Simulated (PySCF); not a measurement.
System: C₄H₅FO₃Si.

```yaml
atoms:
  - { symbol: O, position_ang: [3.0735, -0.6305, -0.7105] }
  - { symbol: C, position_ang: [2.6879, 0.0976, 0.1499] }
  - { symbol: O, position_ang: [1.4372, 0.4791, 0.3807] }
  - { symbol: C, position_ang: [0.4048, -0.0913, -0.4267] }
  - { symbol: C, position_ang: [-0.6255, 0.9633, -0.6927] }
  - { symbol: C, position_ang: [-1.8032, 0.6947, -0.1430] }
  - { symbol: F, position_ang: [-2.8588, 1.5131, -0.2526] }
  - { symbol: Si, position_ang: [-1.7127, -0.9683, 0.7644] }
  - { symbol: O, position_ang: [-0.1606, -1.1588, 0.2554] }
  - { symbol: H, position_ang: [3.3376, 0.5943, 0.8897] }
  - { symbol: H, position_ang: [0.8704, -0.4737, -1.3482] }
  - { symbol: H, position_ang: [-0.3512, 1.8379, -1.2564] }
  - { symbol: H, position_ang: [-2.5058, -2.0245, 0.1555] }
  - { symbol: H, position_ang: [-1.7943, -0.8333, 2.2124] }
```

Geometry: GFN2-xTB.

The calculation used PySCF, PBE0/pcSseg-1, SCF density, gas phase, non-relativistic.

> Predict the electron density and electron localisation function between the atoms.

C–C (1.33 Å): the density is about 2.3 e/Å³ at the midpoint; the ELF peaks at about 0.90 between the atoms: a multiple bond.
C–F (1.34 Å): the density is about 2.3 e/Å³ at the midpoint; the ELF peaks at about 0.85 between the atoms: a polar covalent bond.
Si–O (1.64 Å): ρ is about 1.1 e/Å³ halfway; the ELF peaks at about 0.90 between the atoms: a shared but strongly polarised pair.
C–Si (1.90 Å): ρ is about 0.92 e/Å³ halfway; the ELF peaks at about 0.95 between the atoms; localised, covalent bonding.

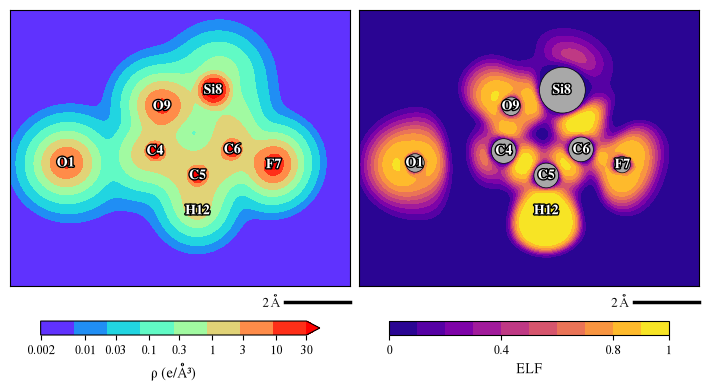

Computed electron density and electron localisation function on the plane of atoms C4, C5 and H12, in this order. Grey discs cover the atomic cores in the ELF map. 
